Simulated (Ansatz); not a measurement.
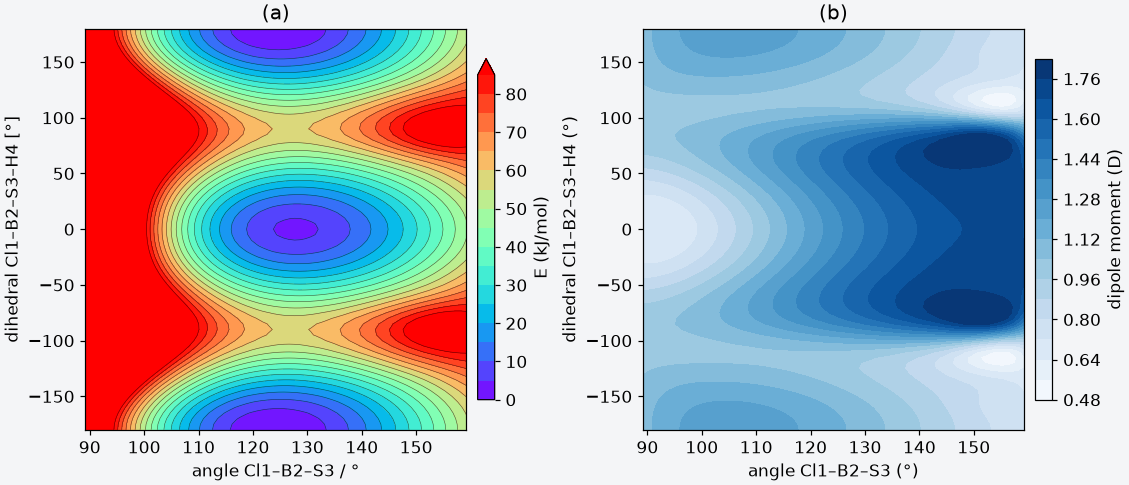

BClHS, SMILES S[B]Cl, spin multiplicity 2. 
- Coordinates scanned: (1) angle Cl1–B2–S3; (2) dihedral Cl1–B2–S3–H4.
- Nothing is relaxed (all other coordinates rigid).
- Grid: 15 × 15 points; 120 points were computed and 105 follow by symmetry.
- Points are written as (first, second).
- All energies are given in kJ/mol relative to the lowest grid point.
- All numbers below come from UKS wB97X-V/def2-SVP in Ansatz 0.2.0.

Panel (a) is the energy; panel (b) is the computed dipole moment, in D.

Drawn: filled contours, one colour for all values above the top of the scale. Between grid points the surface is interpolated.

> How does the dipole moment vary over the map, and what is it at the lowest grid point?

Leaving out the highest fifth of the energies, it runs from 0.60 D at (154.2°, −108°) to 1.81 D at (149.2°, −84°). At the lowest grid point, (124.2°, −180°), it is 1.14 D.
